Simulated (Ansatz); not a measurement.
**CH$_{6}$MoN$_{2}$O$_{2}$ (SMILES C[O][Mo](=[NH])(=[NH])[OH]): density, localisation and related maps**

```tsv
atom	x (Å)	y (Å)	z (Å)
C	-1.2182	-0.7434	-1.6357
O	-0.0226	-0.7498	-0.9027
Mo	0.6097	0.2762	0.5270
N	-0.6995	1.2292	1.1313
N	1.2154	-0.7902	1.7425
O	1.9888	1.4614	-0.0098
H	-0.9863	-0.6396	-2.7000
H	-1.7462	-1.6904	-1.4848
H	-1.8719	0.0811	-1.3340
H	-1.3431	1.5174	1.8554
H	1.2538	-1.2390	2.6459
H	2.8973	1.2317	0.1989
```

Geometry: PBE0-D4/def2-TZVP; core potentials replace the inner electrons of Mo.

These are results of Ansatz, RKS PBE0-D4/def2-TZVPP, not measurements.

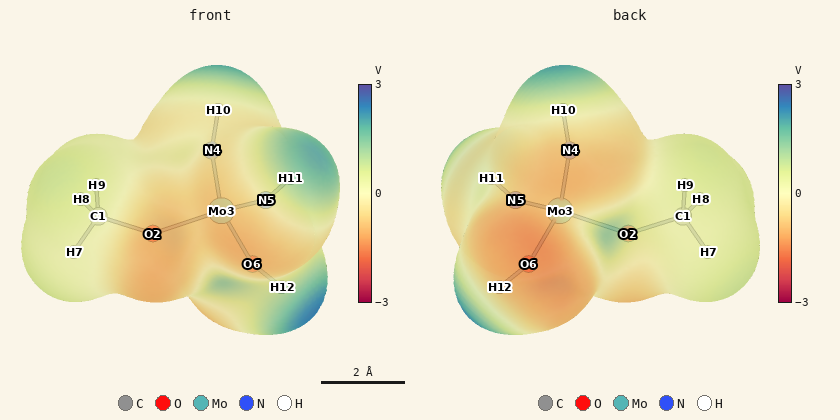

Figure 1. The electrostatic potential painted on the density surface at 0.002 e/bohr³, seen from the front and from behind; red is negative and blue positive.

**Which sites attract a positive test charge, and which a negative one?**

A positive charge is drawn to the negative regions and a negative charge to the positive ones. The most negative region (about −1.5 V) lies over O6, the most positive (about +2.4 V) over H12. O6 is the likeliest acceptor of a hydrogen bond.

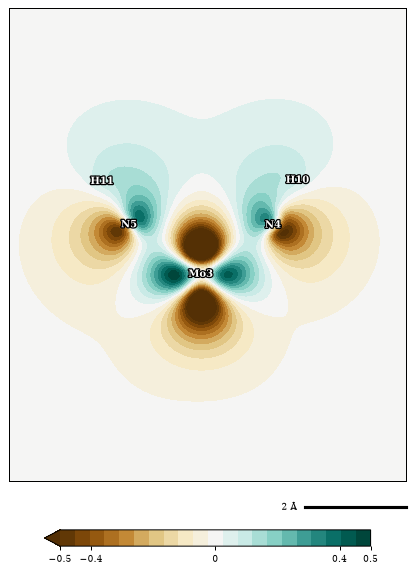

Figure 2. One frontier orbital on the plane of atoms Mo3, N5 and H11 (values in Å⁻³ᐟ²; the overall sign is arbitrary).

**Which orbital is it: HOMO or LUMO?**

The LUMO, at −1.13 eV. Its weight (Hirshfeld) is mainly on Mo3 (about 55 %), N4 (about 15 %), N5 (about 10 %) and O2 (about 5 %).

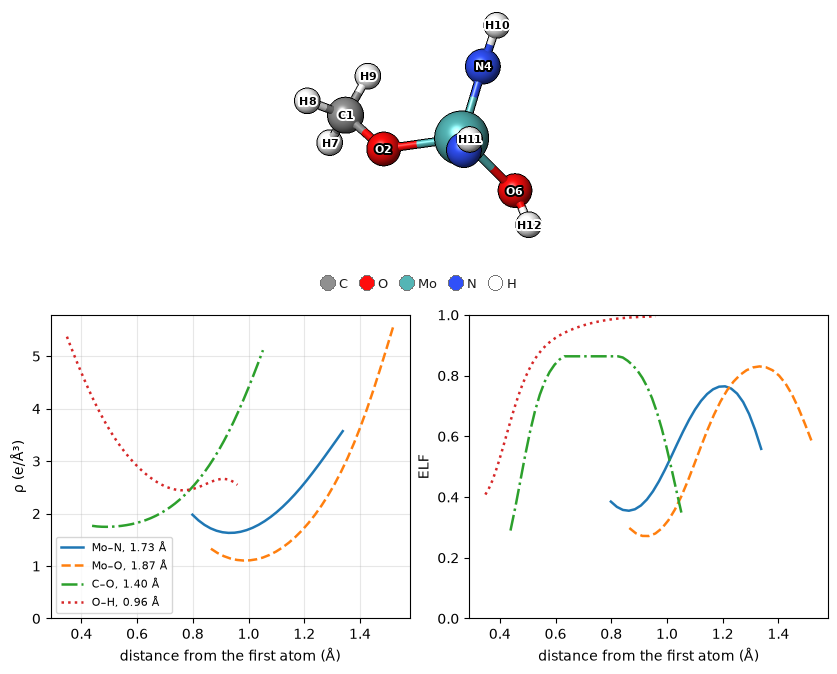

Figure 3. Electron density and ELF along straight lines between neighbouring atoms. The curves leave out the atomic cores. The structure is drawn too.

**Compare the contacts.**

Mo–N (1.73 Å): ρ is about 1.7 e/Å³ halfway; the ELF peaks at about 0.75 in the valence shell of N, 0.5 Å from its nucleus, and drops to about 0.35 between the two atoms.
Mo–O (1.87 Å): ρ is about 1.1 e/Å³ halfway; the ELF peaks at about 0.85 in the valence shell of O, 0.5 Å from its nucleus, and drops to about 0.25 between the two atoms.
C–O (1.40 Å): ρ is about 2.1 e/Å³ halfway, with its minimum of 1.7 e/Å³ about 0.5 Å from C; the ELF peaks at about 0.85 between the atoms (a polar covalent bond).
O–H (0.96 Å): the density is about 3.8 e/Å³ at the midpoint; the ELF climbs to about 1 towards the hydrogen, as it does in any bond to H (an ordinary covalent bond to hydrogen).
